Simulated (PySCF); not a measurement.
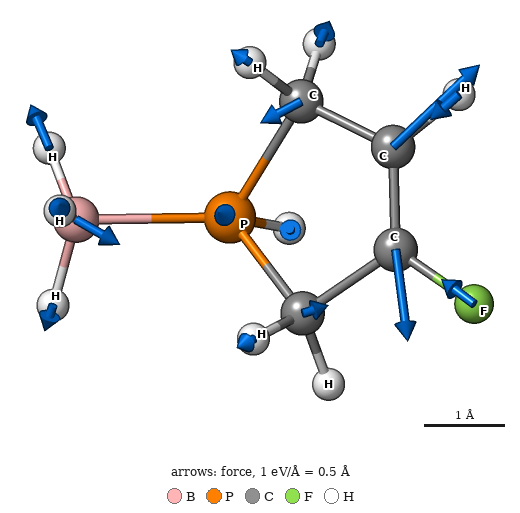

Starting geometry of C4H9BFP with the computed forces as blue arrows. Style: ball-and-stick. Shown at a tilt.

The start comes from GFN2-xTB. Its atoms were then displaced at random by about 0.01 Å.

Computed with PBE0-D3(BJ)/def2-SVP geometry optimisation, gas phase in PySCF. 

### What follows when this structure is relaxed?

It isn't relaxed: the largest force vector, on a C atom, is 3.07 eV/Å. The final displacements follow the starting forces only in part (cosine between the two patterns 0.32). Over 5 geometry steps the energy falls by 5.53 kcal/mol. The largest move after the best rigid fit is that of an H atom, 0.14 Å. Largest moves by element: H 0.14 Å, F 0.08 Å, B 0.06 Å, C 0.04 Å, P 0.02 Å. Among the contacts that change: B–H 1.161 → 1.222 Å, C–C 1.462 → 1.500 Å, B–P 1.940 → 1.904 Å, B–H 1.192 → 1.226 Å. Among the angles between lasting bonds that change: B–P–H 123.8° → 118.0°, C–P–H 97.9° → 101.8°, C–P–H 98.3° → 101.3°.
